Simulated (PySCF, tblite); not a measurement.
# C₅H₅ClO: dynamics, then NMR shifts on frames, part 2 of 2

tblite 0.8.0 and PySCF 2.14.0. Atoms count from 0. The steps go on from the part before.

### Step 5. Shielding tensors: 625 fs, PBE0/pcSseg-1

What the job is given:

```
{"job": {"kind": "nmr", "xc": "PBE0", "basis": "pcSseg-1", "pop": false}, "charge": 0, "multiplicity": 1}
C     -0.274900     1.599900    -0.318300
C     -0.153400     0.412800     0.015300
C      0.269400    -0.824000     0.511400
Cl     1.868000    -1.052200     1.067800
C     -0.453800    -1.991100     0.542100
O     -1.797300    -2.119000     0.234600
C     -2.557300    -0.772700     0.390100
H     -0.436100     2.551200    -0.781600
H     -0.035200    -2.951300     0.630800
H     -2.297300    -0.162000    -0.452000
H     -3.606900    -1.170000     0.580000
H     -2.214000    -0.171100     1.200200
```

Method: GIAO PBE0/pcSseg-1 NMR shielding, non-relativistic, gas phase.

The log of the run:

```text
coarse grid: 11240 points
cycle   1  E = -728.1927367553  dE =  9.065e-01  |g| = 5.197e-01  |ddm| = 3.384e+00
cycle   2  E = -728.0917298506  dE =  1.010e-01  |g| = 8.974e-01  |ddm| = 1.379e+00
cycle   3  E = -728.2418365160  dE = -1.501e-01  |g| = 1.537e-01  |ddm| = 9.446e-01
cycle   4  E = -728.2462668262  dE = -4.430e-03  |g| = 7.040e-02  |ddm| = 2.123e-01
cycle   5  E = -728.2474123610  dE = -1.146e-03  |g| = 2.193e-02  |ddm| = 7.418e-02
cycle   6  E = -728.2474965478  dE = -8.419e-05  |g| = 9.804e-03  |ddm| = 2.244e-02
cycle   7  E = -728.2475199262  dE = -2.338e-05  |g| = 3.397e-03  |ddm| = 1.170e-02
cycle   8  E = -728.2475228132  dE = -2.887e-06  |g| = 6.616e-04  |ddm| = 2.968e-03
final grid: 105856 points
cycle   9  E = -728.3010792687  dE = -2.097e-05  |g| = 1.197e-02  |ddm| = 3.770e-02
cycle  10  E = -728.3010174236  dE =  6.185e-05  |g| = 2.174e-02  |ddm| = 2.422e-02
cycle  11  E = -728.3011049220  dE = -8.750e-05  |g| = 2.501e-03  |ddm| = 1.817e-02
cycle  12  E = -728.3011062796  dE = -1.358e-06  |g| = 7.351e-04  |ddm| = 2.762e-03
cycle  13  E = -728.3011063976  dE = -1.179e-07  |g| = 2.289e-04  |ddm| = 7.419e-04
cycle  14  E = -728.3011064082  dE = -1.066e-08  |g| = 9.387e-05  |ddm| = 2.792e-04
cycle  15  E = -728.3011064103  dE = -2.106e-09  |g| = 3.420e-05  |ddm| = 1.070e-04
cycle  16  E = -728.3011064107  dE = -3.170e-10  |g| = 6.336e-06  |ddm| = 3.613e-05
converged SCF energy = -728.3011064107

GIAO shielding tensors (ppm)
atom      isotropic    diamagn.    paramagn.     s11        s22        s33       span
  0 C       74.486     260.705    -186.219     10.891     55.042    157.523    146.632
  1 C      100.274     256.385    -156.111     -2.739      0.308    303.252    305.990
  2 C       81.299     253.044    -171.745     -6.144    121.195    128.846    134.990
  3 Cl     773.318    1146.766    -373.449    591.531    683.228   1045.194    453.662
  4 C        5.818     246.926    -241.109   -103.137     31.328     89.262    192.399
  5 O      149.948     395.132    -245.184     12.050    163.076    274.720    262.670
  6 C      105.380     249.111    -143.731     62.902     90.232    163.005    100.102
  7 H       26.878      31.942      -5.064     23.818     24.341     32.475      8.658
  8 H       24.307      30.193      -5.886     21.130     22.299     29.493      8.363
  9 H       25.358      29.306      -3.949     20.238     27.533     28.301      8.063
 10 H       25.972      25.788       0.184     22.248     24.791     30.877      8.630
 11 H       27.708      30.196      -2.488     23.892     28.295     30.938      7.046
```

It took 24 s on 1 thread of Arm Neoverse N1, shared host; peak memory 0.73 GiB.

This run: δ C4 181.1, C0 112.4, C2 105.6, C1 86.7, H8 7.41, H9 6.36 ppm.

### Step 6. Shielding tensors: 800 fs, PBE0/pcSseg-1

What the job is given:

```
{"job": {"kind": "nmr", "xc": "PBE0", "basis": "pcSseg-1", "pop": false}, "charge": 0, "multiplicity": 1}
C      0.027500     1.922200    -0.517800
C     -0.067100     0.749700    -0.306900
C      0.126000    -0.521800     0.284100
Cl     1.664200    -0.835600     0.994900
C     -0.799000    -1.445000     0.482200
O     -1.906900    -1.811100    -0.082100
C     -2.594100    -0.863300    -0.797400
H     -0.023400     2.935200    -0.772400
H     -0.528600    -2.344900     1.005000
H     -1.857500    -0.163700    -1.179000
H     -2.982800    -1.305900    -1.631200
H     -3.325100    -0.362900    -0.128400
```

Level: GIAO PBE0/pcSseg-1 NMR shielding, non-relativistic, gas phase.

The log of the run:

```text
coarse grid: 11240 points
cycle   1  E = -728.1974186045  dE =  1.363e+00  |g| = 5.179e-01  |ddm| = 3.430e+00
cycle   2  E = -728.1512121566  dE =  4.621e-02  |g| = 7.204e-01  |ddm| = 1.188e+00
cycle   3  E = -728.2450445593  dE = -9.383e-02  |g| = 1.594e-01  |ddm| = 7.778e-01
cycle   4  E = -728.2500749035  dE = -5.030e-03  |g| = 6.416e-02  |ddm| = 1.947e-01
cycle   5  E = -728.2509868748  dE = -9.120e-04  |g| = 1.919e-02  |ddm| = 6.419e-02
cycle   6  E = -728.2510557312  dE = -6.886e-05  |g| = 7.619e-03  |ddm| = 2.033e-02
cycle   7  E = -728.2510706041  dE = -1.487e-05  |g| = 2.254e-03  |ddm| = 9.172e-03
cycle   8  E = -728.2510718349  dE = -1.231e-06  |g| = 3.730e-04  |ddm| = 2.181e-03
final grid: 105856 points
cycle   9  E = -728.3033986266  dE = -2.789e-05  |g| = 9.877e-03  |ddm| = 3.880e-02
cycle  10  E = -728.3033764280  dE =  2.220e-05  |g| = 1.477e-02  |ddm| = 1.830e-02
cycle  11  E = -728.3034152660  dE = -3.884e-05  |g| = 2.273e-03  |ddm| = 1.278e-02
cycle  12  E = -728.3034163538  dE = -1.088e-06  |g| = 5.847e-04  |ddm| = 2.271e-03
cycle  13  E = -728.3034164226  dE = -6.879e-08  |g| = 2.229e-04  |ddm| = 6.015e-04
cycle  14  E = -728.3034164337  dE = -1.108e-08  |g| = 6.916e-05  |ddm| = 2.288e-04
cycle  15  E = -728.3034164349  dE = -1.191e-09  |g| = 1.944e-05  |ddm| = 8.057e-05
cycle  16  E = -728.3034164350  dE = -9.436e-11  |g| = 3.694e-06  |ddm| = 2.039e-05
converged SCF energy = -728.3034164350

GIAO shielding tensors (ppm)
atom      isotropic    diamagn.    paramagn.     s11        s22        s33       span
  0 C       88.418     258.465    -170.047     25.296     53.047    186.912    161.616
  1 C      102.864     256.648    -153.784      2.240      5.622    300.729    298.489
  2 C       91.845     254.680    -162.835     17.312    120.533    137.688    120.376
  3 Cl     730.530    1146.989    -416.460    478.563    655.918   1057.108    578.545
  4 C       30.233     245.571    -215.338    -63.696     50.409    103.986    167.682
  5 O      215.061     391.508    -176.447     86.640    216.149    342.394    255.754
  6 C      136.963     251.080    -114.118    109.998    120.123    180.768     70.770
  7 H       28.678      32.687      -4.009     25.139     25.231     35.663     10.524
  8 H       25.364      29.748      -4.385     19.287     25.373     31.431     12.144
  9 H       26.370      30.223      -3.853     19.827     28.349     30.935     11.108
 10 H       29.571      30.238      -0.667     26.164     27.736     34.813      8.650
 11 H       27.701      28.229      -0.528     24.316     25.392     33.395      9.078
```

Run time: 24 s. Hardware: 1 thread of Arm Neoverse N1, shared host; peak memory 0.73 GiB.

In short: δ C4 156.7, C0 98.5, C2 95.1, C1 84.1, H8 6.35, H9 5.35 ppm.

### Step 7. Nuclear shieldings: 1000 fs, PBE0/pcSseg-1

What the job is given:

```
{"job": {"kind": "nmr", "xc": "PBE0", "basis": "pcSseg-1", "pop": false}, "charge": 0, "multiplicity": 1}
C     -0.515700     1.468600     0.008300
C     -0.169700     0.331400     0.267000
C      0.381300    -0.947100     0.578200
Cl     2.098200    -0.854700     1.044000
C     -0.433100    -1.995900     0.578900
O     -1.749900    -2.135300     0.529000
C     -2.835300    -1.205200     0.073700
H     -0.954100     2.342300    -0.396600
H     -0.051400    -2.900900     0.945100
H     -3.287500    -0.682300     0.969500
H     -2.451400    -0.430600    -0.569200
H     -3.311200    -1.876900    -0.556900
```

Method: GIAO PBE0/pcSseg-1 NMR shielding, non-relativistic, gas phase.

The log of the run:

```text
coarse grid: 11240 points
cycle   1  E = -728.1889797269  dE =  1.005e+00  |g| = 5.290e-01  |ddm| = 3.383e+00
cycle   2  E = -728.1135654338  dE =  7.541e-02  |g| = 8.239e-01  |ddm| = 1.257e+00
cycle   3  E = -728.2390320476  dE = -1.255e-01  |g| = 1.604e-01  |ddm| = 8.620e-01
cycle   4  E = -728.2441653799  dE = -5.133e-03  |g| = 6.672e-02  |ddm| = 1.982e-01
cycle   5  E = -728.2451407780  dE = -9.754e-04  |g| = 2.271e-02  |ddm| = 6.055e-02
cycle   6  E = -728.2452371299  dE = -9.635e-05  |g| = 9.313e-03  |ddm| = 2.265e-02
cycle   7  E = -728.2452597867  dE = -2.266e-05  |g| = 2.401e-03  |ddm| = 1.019e-02
cycle   8  E = -728.2452611522  dE = -1.366e-06  |g| = 4.648e-04  |ddm| = 2.185e-03
final grid: 105856 points
cycle   9  E = -728.2990670130  dE = -2.783e-05  |g| = 1.110e-02  |ddm| = 4.198e-02
cycle  10  E = -728.2990288849  dE =  3.813e-05  |g| = 1.819e-02  |ddm| = 2.116e-02
cycle  11  E = -728.2990890627  dE = -6.018e-05  |g| = 2.382e-03  |ddm| = 1.491e-02
cycle  12  E = -728.2990902986  dE = -1.236e-06  |g| = 5.765e-04  |ddm| = 2.523e-03
cycle  13  E = -728.2990903657  dE = -6.707e-08  |g| = 2.296e-04  |ddm| = 5.854e-04
cycle  14  E = -728.2990903771  dE = -1.140e-08  |g| = 8.610e-05  |ddm| = 2.470e-04
cycle  15  E = -728.2990903788  dE = -1.776e-09  |g| = 2.754e-05  |ddm| = 8.487e-05
cycle  16  E = -728.2990903790  dE = -1.905e-10  |g| = 5.749e-06  |ddm| = 2.777e-05
converged SCF energy = -728.2990903790

GIAO shielding tensors (ppm)
atom      isotropic    diamagn.    paramagn.     s11        s22        s33       span
  0 C       91.486     261.928    -170.443     24.755     58.518    191.184    166.429
  1 C       96.870     260.548    -163.678     -6.862     -1.894    299.366    306.229
  2 C       79.115     256.887    -177.773     10.918    104.959    121.466    110.548
  3 Cl     702.065    1146.468    -444.403    469.462    601.032   1035.700    566.239
  4 C       27.956     243.355    -215.399    -78.404     52.264    110.009    188.413
  5 O      205.858     388.431    -182.573    110.650    190.133    316.792    206.141
  6 C      121.397     249.322    -127.925     84.580     98.038    181.573     96.992
  7 H       28.178      33.297      -5.119     24.263     25.037     35.234     10.971
  8 H       25.594      28.992      -3.398     21.556     24.983     30.244      8.688
  9 H       26.288      26.914      -0.626     23.643     23.928     31.293      7.650
 10 H       26.518      32.038      -5.521     21.573     28.633     29.347      7.773
 11 H       27.852      29.041      -1.188     23.513     26.462     33.581     10.068
```

It took 24 s on 1 thread of Arm Neoverse N1, shared host; peak memory 0.73 GiB.

This run: δ C4 159.0, C2 107.8, C0 95.4, C1 90.1, H8 6.12, H9 5.43 ppm.

### Step 8. Run by run: NMR shifts

Shifts (ppm) of some atoms, chosen among heavy atoms and hydrogens apart, with basis size and wall time:

```
  frame     C4     C0    C6    H9   H10  Cl3     O5  functions  time
 250 fs  159.6   84.3  57.8  4.24  4.09  175  115.0        151  24 s
 425 fs  159.8   97.7  44.7  1.37  3.39  218  103.1        151  23 s
 625 fs  181.1  112.4  81.5  6.36  5.75  176  186.1        151  24 s
 800 fs  156.7   98.5  50.0  5.35  2.15  219  121.0        151  24 s
1000 fs  159.0   95.4  65.5  5.43  5.20  248  130.2        151  24 s
```

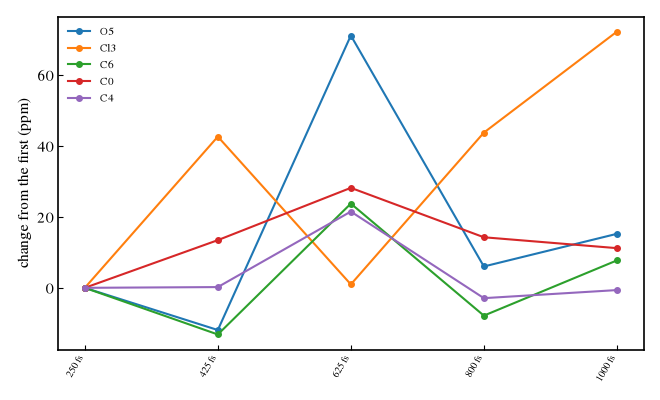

How five of the tabulated atoms move from run to run.

### Step 9. Outcome

This closing draws on all 2 parts.

```
                                       quantity                               value
                                     thermostat                               600 K
                  mean temperature, second half                               559 K
        mean potential energy above the minimum                             0.70 eV
 ¹³C shifts against TMS (PBE0/pcSseg-1, 250 fs)  159.6, 103.2, 99.8, 84.3, 57.8 ppm
  ¹H shifts against TMS (PBE0/pcSseg-1, 250 fs)    6.58, 4.96, 4.24, 4.09, 2.45 ppm
³⁵Cl shifts against HCl (PBE0/pcSseg-1, 250 fs)                             175 ppm
 ¹⁷O shifts against H2O (PBE0/pcSseg-1, 250 fs)                           115.0 ppm
                       range of the shift of O5                  103.1 to 186.1 ppm
```

In the second half the potential energy averages 0.70 eV above the minimum; equipartition over 30 harmonic modes at 600 K would give 0.78 eV. With 12 atoms the temperature swings widely (365 to 897 K). Shifts at one fixed geometry are not the observed spectrum, which averages over the motion. In the first frame run (250 fs): The widest tensor belongs to Cl3: span 344 ppm, with a paramagnetic part of -372 ppm. In ppm, O5 moves most: its shift spreads over 83.0 ppm, from 103.1 (425 fs) to 186.1 (625 fs).
